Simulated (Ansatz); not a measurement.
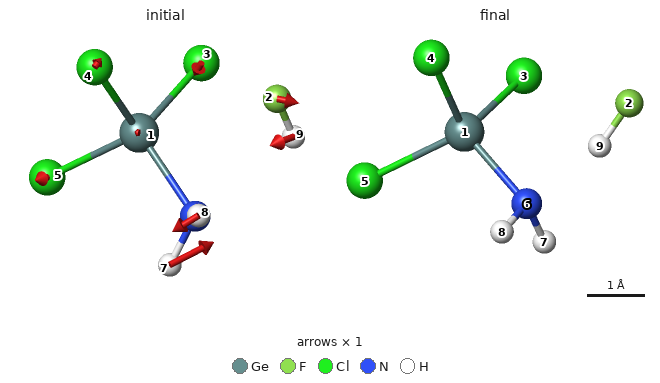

The structure of GeNH3Cl3F before (left) and after (right) a relaxation, at one scale. The red arrows give the displacements, at their true length.

The picture is a ball-and-stick view, seen at a tilt.

The run prepares an end point of a later path (reaction) calculation, from a guessed geometry.

Computed with RKS PBE0-D4/def2-SVP in Ansatz. Settings: no spin polarisation; force threshold 0.03 eV/Å; at most 50 steps.

### Describe what moved and what it gained.

After 9 accepted moves (11 points after the start) the energy has fallen by 4.91 kcal/mol. The largest force component goes from 0.92 to 0.025 eV/Å. The line search rejected the trial steps at points 6, 9 of the run. The forces were under the threshold at step 8, but the run went on from there. H7 moves most after the best rigid fit: 0.94 Å. By element the largest moves are H 0.94 Å, F 0.40 Å, Cl 0.35 Å, N 0.24 Å, Ge 0.09 Å. Some distances before and after: Ge1–N6 1.874 → 1.831 Å, F2–H9 0.925 → 0.943 Å, Ge1–Cl3 2.133 → 2.120 Å, Ge1–Cl5 2.148 → 2.144 Å. Bond angles that change, for instance: Cl5–Ge1–N6 106.3° → 111.9°, Cl4–Ge1–N6 113.2° → 108.0°, Cl3–Ge1–N6 112.4° → 108.2°. Groups turn about Ge1–N6 by about 60°. Cost: 32 s on 4 threads of Arm Neoverse V2 (shared host), peak memory 0.39 GiB.

Limits of the set-up: the start holds two separate molecules, 2.3 Å apart at their closest, whose relative position is a soft coordinate.
